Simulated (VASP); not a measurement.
Band structure of PbTe (rock salt). All values below come from vdW-DF-cx, VASP's PBE PAW potentials (set 64) (plane waves; VASP).

Unless said otherwise, spin-orbit coupling is left out, though it shifts the bands of the heavy elements here.

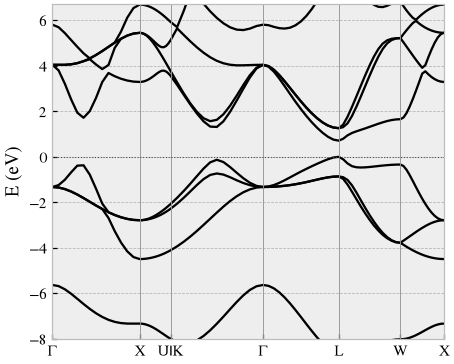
*Bands along high-symmetry lines, zero at the valence-band maximum or, without a gap, the Fermi level*

Q: Read the plot: is there a gap, and where are the band edges?

A: The gap is direct, 0.71 eV, from the valence maximum at L to the conduction minimum at L. (Edges off the drawn lines would not show.)

The compound is PbTe in the rock salt structure. The cell was not relaxed at this level.
